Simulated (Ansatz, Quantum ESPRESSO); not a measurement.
# AlTl3 (Pm-3m): zone-centre phonons

Aim: the zone-centre modes of AlTl3 (Pm-3m).

Calculated with Quantum ESPRESSO 7.5; DFT PBEsol, scalar-relativistic, plane waves, PseudoDojo norm-conserving pseudopotentials.

The structure was built from a prototype and need not be the compound's stable phase.

## (1) Starting point

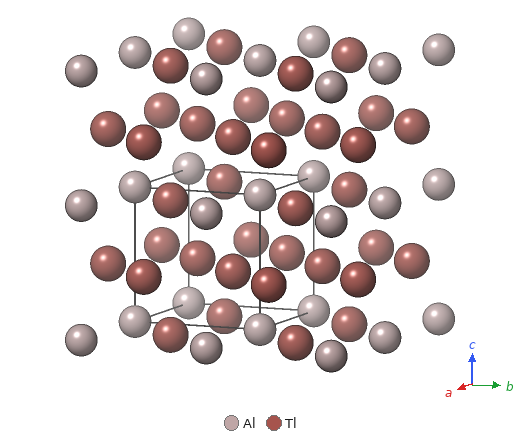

The starting structure, seen slightly off an axis (aluminium light grey, thallium brown). 2×2×2 cells are drawn. Some periodic images of atoms are drawn too.

As a file:

```cif
data_structure
_symmetry_space_group_name_H-M 'Pm-3m'
_symmetry_Int_Tables_number 221
_cell_length_a 4.6317
_cell_length_b 4.6317
_cell_length_c 4.6317
_cell_angle_alpha 90.000
_cell_angle_beta 90.000
_cell_angle_gamma 90.000
_cell_volume 99.36
loop_
_atom_site_label
_atom_site_type_symbol
_atom_site_symmetry_multiplicity
_atom_site_Wyckoff_symbol
_atom_site_fract_x
_atom_site_fract_y
_atom_site_fract_z
_atom_site_occupancy
Al1 Al 1 a 0.00000 0.00000 0.00000 1
Tl1 Tl 3 c 0.00000 0.50000 0.50000 1
```

## (2) A probe with smearing

Before anything dear is run, a loose run with smearing shows whether this is a metal and how far the cell is from rest.

The input, probe.in:

```
 &control
    calculation='scf',
    prefix='x',
    outdir='./tmp',
    pseudo_dir='./pseudo',
    tprnfor=.true.,
    tstress=.true.,
    verbosity='high',
 /
 &system
    ibrav=0,
    nat=4,
    ntyp=2,
    ecutwfc=62.0,
    occupations='smearing',
    smearing='gaussian',
    degauss=0.01,
 /
 &electrons
    conv_thr=1.0d-07,
    mixing_beta=0.7,
    electron_maxstep=100,
 /
ATOMIC_SPECIES
 Al     26.9815  Al.upf
 Tl    204.3800  Tl.upf
CELL_PARAMETERS angstrom
     4.631665580    0.000000000    0.000000000
     0.000000000    4.631665580    0.000000000
     0.000000000    0.000000000    4.631665580
ATOMIC_POSITIONS crystal
 Al     0.000000000   0.000000000   0.000000000
 Tl     0.000000000   0.500000000   0.500000000
 Tl     0.500000000   0.000000000   0.500000000
 Tl     0.500000000   0.500000000   0.000000000
K_POINTS automatic
 4 4 4 0 0 0
```

On the command line:

```sh
$ OMP_NUM_THREADS=1 mpirun -n 4 pw.x -nk 4 -in probe.in > probe.out
```

Output:

```text
[banners, grids, parts of the stress and lines that vanish by symmetry left out]
Program PWSCF v.7.5
     Message from routine setup:
     using ibrav=0 with symmetry is DISCOURAGED, use correct ibrav instead
[...]
kinetic-energy cutoff     =      62.0000  Ry
     charge density cutoff     =     248.0000  Ry
     scf convergence threshold =      1.0E-07
[...]
Exchange-correlation= PBESOL
                           (   1   4  10   8   0   0   0)
[...]
48 Sym. Ops., with inversion, found
[...]
(     0          1          0      )
                  (     0          0          1      )
[...]
(  0.0000000  1.0000000  0.0000000 )
                  (  0.0000000  0.0000000  1.0000000 )
[...]
(     0         -1          0      )
                  (     0          0          1      )
[...]
(     1          0          0      )
[...]
( -1.0000000  0.0000000  0.0000000 )
                  (  0.0000000  1.0000000  0.0000000 )
[...]
number of k points=    10  Gaussian smearing, width (Ry)=  0.0100
[...]
End of self-consistent calculation
[...]
the Fermi energy is    10.8771 ev
!    total energy              =    -368.71710682 Ry
[...]
convergence has been achieved in   6 iterations
[...]
atom    1 type  1   force =     0.00000000    0.00000000    0.00000000
     atom    2 type  2   force =     0.00000000    0.00000000    0.00000000
     atom    3 type  2   force =     0.00000000    0.00000000    0.00000000
     atom    4 type  2   force =     0.00000000    0.00000000    0.00000000
[...]
Total force =     0.000000     Total SCF correction =     0.000000
[...]
total   stress  (Ry/bohr**3)                   (kbar)     P=       21.78
[...]
XML data file, charge density, pseudopotentials, collected wavefunctions

   JOB DONE.
```

The job ended after 6.1 s (4 MPI ranks of Arm Neoverse V2, shared host).

Numbers from this step:

```yaml
volume_per_atom: 24.84 Å³
pressure: 2.178 GPa
gap_on_the_k_mesh: 0 eV
```

No gap opens on this mesh, so smearing is kept; the start stands at 2.2 GPa.

## (3) Relaxing the cell and atoms

The relaxation runs at a cutoff a fifth above that of the response, since stress converges more slowly with the basis than frequencies do. Forces and stress are brought to rest with tight thresholds.

The input, relax.in:

```
 &control
    calculation='vc-relax',
    prefix='x',
    outdir='./tmp',
    pseudo_dir='./pseudo',
    tprnfor=.true.,
    tstress=.true.,
    forc_conv_thr=2.0d-05,
    etot_conv_thr=1.0d-07,
    nstep=40,
 /
 &system
    ibrav=0,
    nat=4,
    ntyp=2,
    ecutwfc=74,
    occupations='smearing',
    smearing='mv',
    degauss=0.02,
 /
 &electrons
    conv_thr=1.0d-11,
    mixing_beta=0.7,
    electron_maxstep=100,
 /
 &ions
 /
 &cell
    press_conv_thr=0.2,
 /
ATOMIC_SPECIES
 Al     26.9815  Al.upf
 Tl    204.3800  Tl.upf
CELL_PARAMETERS angstrom
     4.631665580    0.000000000    0.000000000
     0.000000000    4.631665580    0.000000000
     0.000000000    0.000000000    4.631665580
ATOMIC_POSITIONS crystal
 Al     0.000000000   0.000000000   0.000000000
 Tl     0.000000000   0.500000000   0.500000000
 Tl     0.500000000   0.000000000   0.500000000
 Tl     0.500000000   0.500000000   0.000000000
K_POINTS automatic
 8 8 8 0 0 0
```

On the command line:

```sh
$ OMP_NUM_THREADS=1 mpirun -n 4 pw.x -nk 4 -in relax.in > relax.out
```

Output:

```text
[banners, grids, parts of the stress and lines that vanish by symmetry left out]
[banner, memory and clock lines left out]
Program PWSCF v.7.5

[...]
kinetic-energy cutoff     =      74.0000  Ry
     charge density cutoff     =     296.0000  Ry
     scf convergence threshold =      1.0E-11
[...]
energy convergence thresh.=      1.0E-07
     force convergence thresh. =      2.0E-05
     press convergence thresh. =      2.0E-01
     Exchange-correlation= PBESOL
                           (   1   4  10   8   0   0   0)
[...]
48 Sym. Ops., with inversion, found
[...]
number of k points=    35  Marzari-Vanderbilt smearing, width (Ry)=  0.0200
[...]
End of self-consistent calculation
[...]
the Fermi energy is    10.6413 ev
!    total energy              =    -368.72138527 Ry
[...]
convergence has been achieved in   9 iterations
[...]
atom    1 type  1   force =     0.00000000    0.00000000    0.00000000
     atom    2 type  2   force =     0.00000000    0.00000000    0.00000000
     atom    3 type  2   force =     0.00000000    0.00000000    0.00000000
     atom    4 type  2   force =     0.00000000    0.00000000    0.00000000
     Total force =     0.000000     Total SCF correction =     0.000000
[...]
total   stress  (Ry/bohr**3)                   (kbar)     P=       22.35
[...]
number of bfgs steps    =   0
[...]
CELL_PARAMETERS (angstrom)
[...]
ATOMIC_POSITIONS (crystal)
Al               0.0000000000        0.0000000000        0.0000000000
Tl               0.0000000000        0.5000000000        0.5000000000
Tl               0.5000000000        0.0000000000        0.5000000000
Tl               0.5000000000        0.5000000000        0.0000000000
[...]
New effective cutoffs (rho, wfc):  293.57   73.44
[...]
End of self-consistent calculation
[...]
the Fermi energy is    10.4708 ev
!    total energy              =    -368.72239827 Ry
[...]
convergence has been achieved in   7 iterations
[...]
atom    1 type  1   force =     0.00000000    0.00000000    0.00000000
     atom    2 type  2   force =     0.00000000    0.00000000    0.00000000
     atom    3 type  2   force =     0.00000000    0.00000000    0.00000000
     atom    4 type  2   force =     0.00000000    0.00000000    0.00000000
     Total force =     0.000000     Total SCF correction =     0.000000
[...]
total   stress  (Ry/bohr**3)                   (kbar)     P=       16.57
[...]
number of bfgs steps    =   1
[...]
CELL_PARAMETERS (angstrom)
[...]
ATOMIC_POSITIONS (crystal)
[...]
New effective cutoffs (rho, wfc):  291.14   72.83
[...]
End of self-consistent calculation
[...]
the Fermi energy is    10.2866 ev
!    total energy              =    -368.72318121 Ry
[...]
convergence has been achieved in   8 iterations
[...]
atom    1 type  1   force =     0.00000000    0.00000000    0.00000000
     atom    2 type  2   force =     0.00000000    0.00000000    0.00000000
     atom    3 type  2   force =     0.00000000    0.00000000    0.00000000
     atom    4 type  2   force =     0.00000000    0.00000000    0.00000000
     Total force =     0.000000     Total SCF correction =     0.000000
[...]
total   stress  (Ry/bohr**3)                   (kbar)     P=       10.59
[...]
number of bfgs steps    =   2
[...]
CELL_PARAMETERS (angstrom)
[...]
ATOMIC_POSITIONS (crystal)
[...]
New effective cutoffs (rho, wfc):  287.55   71.93
[...]
End of self-consistent calculation
[...]
the Fermi energy is    10.0167 ev
!    total energy              =    -368.72374006 Ry
[...]
convergence has been achieved in   8 iterations
[...]
atom    1 type  1   force =     0.00000000    0.00000000    0.00000000
     atom    2 type  2   force =     0.00000000    0.00000000    0.00000000
[...]
Total force =     0.000000     Total SCF correction =     0.000000
[...]
total   stress  (Ry/bohr**3)                   (kbar)     P=        2.32
[...]
number of bfgs steps    =   3
[...]
CELL_PARAMETERS (angstrom)
[...]
ATOMIC_POSITIONS (crystal)
[...]
New effective cutoffs (rho, wfc):  286.54   71.68
[...]
End of self-consistent calculation
[...]
the Fermi energy is     9.9412 ev
!    total energy              =    -368.72377044 Ry
[...]
convergence has been achieved in   8 iterations
[...]
Total force =     0.000000     Total SCF correction =     0.000000
[...]
total   stress  (Ry/bohr**3)                   (kbar)     P=        0.11
[...]
number of bfgs steps    =   4
[...]
CELL_PARAMETERS (angstrom)
[...]
ATOMIC_POSITIONS (crystal)
[...]
New effective cutoffs (rho, wfc):  286.49   71.67
[...]
End of self-consistent calculation
[...]
the Fermi energy is     9.9375 ev
!    total energy              =    -368.72377050 Ry
[...]
convergence has been achieved in   5 iterations
[...]
atom    1 type  1   force =     0.00000000    0.00000000    0.00000000
     atom    2 type  2   force =     0.00000000    0.00000000    0.00000000
     atom    3 type  2   force =     0.00000000    0.00000000    0.00000000
     atom    4 type  2   force =     0.00000000    0.00000000    0.00000000
     Total force =     0.000000     Total SCF correction =     0.000000
[...]
total   stress  (Ry/bohr**3)                   (kbar)     P=        0.00
[...]
bfgs converged in   6 scf cycles and   5 bfgs steps
[...]
End of BFGS Geometry Optimization
     Final enthalpy           =    -368.7237705043 Ry
     File ./tmp/x.bfgs deleted, as requested
[...]
CELL_PARAMETERS (angstrom)
[...]
ATOMIC_POSITIONS (crystal)
[...]
Tl               0.5000000000        0.0000000000        0.5000000000
Tl               0.5000000000        0.5000000000        0.0000000000
[...]
Final scf calculation at the relaxed structure.
[...]
kinetic-energy cutoff     =      74.0000  Ry
     charge density cutoff     =     296.0000  Ry
     scf convergence threshold =      1.0E-13
[...]
press convergence thresh. =      2.0E-01
     Exchange-correlation= PBESOL
                           (   1   4  10   8   0   0   0)
[...]
48 Sym. Ops., with inversion, found
[...]
number of k points=    35  Marzari-Vanderbilt smearing, width (Ry)=  0.0200
[...]
c_bands:  1 eigenvalues not converged
     c_bands:  1 eigenvalues not converged
     c_bands:  1 eigenvalues not converged
[...]
End of self-consistent calculation
[...]
the Fermi energy is     9.9375 ev
!    total energy              =    -368.72377492 Ry
[...]
convergence has been achieved in  11 iterations
[...]
atom    1 type  1   force =     0.00000000    0.00000000    0.00000000
     atom    2 type  2   force =     0.00000000    0.00000000    0.00000000
     atom    3 type  2   force =     0.00000000    0.00000000    0.00000000
     atom    4 type  2   force =     0.00000000    0.00000000    0.00000000
     Total force =     0.000000     Total SCF correction =     0.000000
[...]
total   stress  (Ry/bohr**3)                   (kbar)     P=       -0.00
[...]
XML data file, charge density, pseudopotentials, collected wavefunctions
```

The job ended after 2.5 min (4 MPI ranks; 9.9 min of CPU time).

The steps of the relaxation:

```csv
step,energy less that of the first step (eV),largest force (eV/Å),pressure (GPa),volume (Å³)
1,0.0000,0.0000,2.24,99.36
2,-0.0138,0.0000,1.66,100.50
3,-0.0244,0.0000,1.06,101.76
4,-0.0320,0.0000,0.23,103.67
5,-0.0325,0.0000,0.01,104.21
6,-0.0325,0.0000,0.00,104.24
7,-0.0325,0.0000,0.00,104.24
```

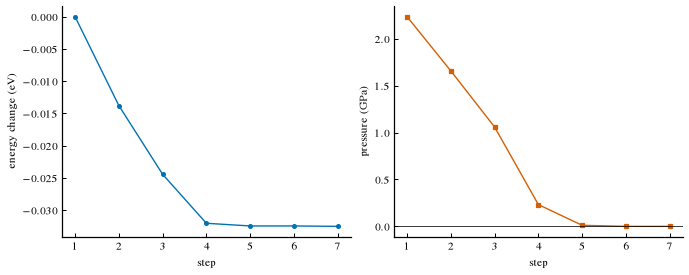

Energy and pressure along the relaxation.

```csv
"conventional cell, symmetrised",before,after,change
a (Å),4.632,4.706,+1.6 %
b (Å),4.632,4.706,+1.6 %
c (Å),4.632,4.706,+1.6 %
volume (Å³/atom),24.84,26.06,+4.9 %
```

The last row of the table of steps is pw.x's closing run on a basis chosen anew for the final cell, so its energy can jump.

Read from the output:

| Property | Result |
| --- | --- |
| volume per atom | 26.06 Å³ |
| pressure | 0 GPa |

The volume changes by +4.9 % from the cell with which this run began.

## (4) Self-consistent run for the response

Perturbation theory inherits every error of the wavefunctions, so the threshold is set near the limit of the arithmetic. Smearing stays on, as the first look found no gap above 0.3 eV.

The input, scf.in:

```
 &control
    calculation='scf',
    prefix='x',
    outdir='./tmp',
    pseudo_dir='./pseudo',
    tprnfor=.true.,
    tstress=.true.,
 /
 &system
    ibrav=0,
    nat=4,
    ntyp=2,
    ecutwfc=62.0,
    occupations='smearing',
    smearing='mv',
    degauss=0.02,
 /
 &electrons
    conv_thr=1.0d-12,
    mixing_beta=0.7,
    electron_maxstep=100,
 /
ATOMIC_SPECIES
 Al     26.9815  Al.upf
 Tl    204.3800  Tl.upf
CELL_PARAMETERS angstrom
     4.706311794    0.000000000    0.000000000
     0.000000000    4.706311794    0.000000000
     0.000000000    0.000000000    4.706311794
ATOMIC_POSITIONS crystal
 Al     0.000000000   0.000000000   0.000000000
 Tl     0.000000000   0.500000000   0.500000000
 Tl     0.500000000   0.000000000   0.500000000
 Tl     0.500000000   0.500000000   0.000000000
K_POINTS automatic
 8 8 8 0 0 0
```

On the command line:

```sh
$ OMP_NUM_THREADS=1 mpirun -n 4 pw.x -nk 4 -in scf.in > scf.out
```

Output:

```text
[banners, grids, parts of the stress and lines that vanish by symmetry left out]
[banner, memory and clock lines left out]
Program PWSCF v.7.5

[...]
kinetic-energy cutoff     =      62.0000  Ry
     charge density cutoff     =     248.0000  Ry
     scf convergence threshold =      1.0E-12
[...]
Exchange-correlation= PBESOL
                           (   1   4  10   8   0   0   0)
[...]
48 Sym. Ops., with inversion, found
[...]
number of k points=    35  Marzari-Vanderbilt smearing, width (Ry)=  0.0200
[...]
End of self-consistent calculation
[...]
the Fermi energy is     9.9375 ev
!    total energy              =    -368.72371525 Ry
[...]
convergence has been achieved in  10 iterations
[...]
atom    1 type  1   force =     0.00000000    0.00000000    0.00000000
     atom    2 type  2   force =     0.00000000    0.00000000    0.00000000
     atom    3 type  2   force =     0.00000000    0.00000000    0.00000000
     atom    4 type  2   force =     0.00000000    0.00000000    0.00000000
     Total force =     0.000000     Total SCF correction =     0.000000
[...]
total   stress  (Ry/bohr**3)                   (kbar)     P=       -0.09
[...]
XML data file, charge density, pseudopotentials, collected wavefunctions
```

Run time: 22 s. Hardware: 4 MPI ranks.

Read from the output:

| Item | Value |
| --- | --- |
| pressure | -0.009 GPa |

The cell stands at -0.009 GPa, close enough for phonons.

(Continued in part 2 of 3.)

[Host names and launcher messages were left out of these logs when they were recorded.]

[Logs are printed without paths, hosts, clocks, repeated set-up lines and the standing remarks that a program may print on its own settings, such as how far it seeks lower states.]

[Hosts, paths, dates, database ids (printed as entryN), source tags and the programs' standing remarks are cut or masked in the printed files.]
